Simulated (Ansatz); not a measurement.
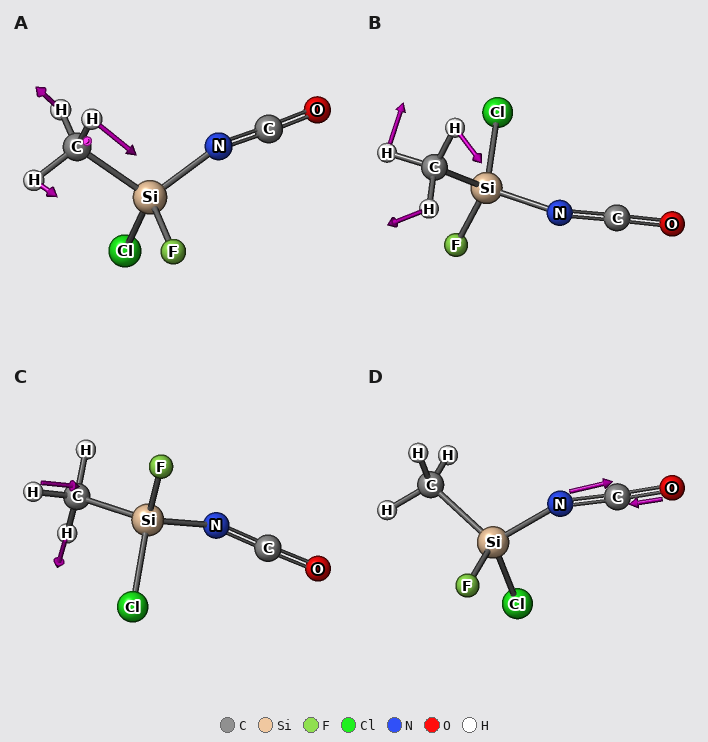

4 normal modes of one molecule or complex, as arrows. Harmonic vibrations computed with RKS PBE0-D4/def2-TZVP (Ansatz 0.2.0) at a stationary point of the same level.

Match the panels to the wavenumbers 153 cm⁻¹, 804 cm⁻¹, 1523 cm⁻¹, 3154 cm⁻¹.

A: 804 cm⁻¹
B: 153 cm⁻¹
C: 3154 cm⁻¹, out-of-phase stretching of 2 C–H bonds
D: 1523 cm⁻¹
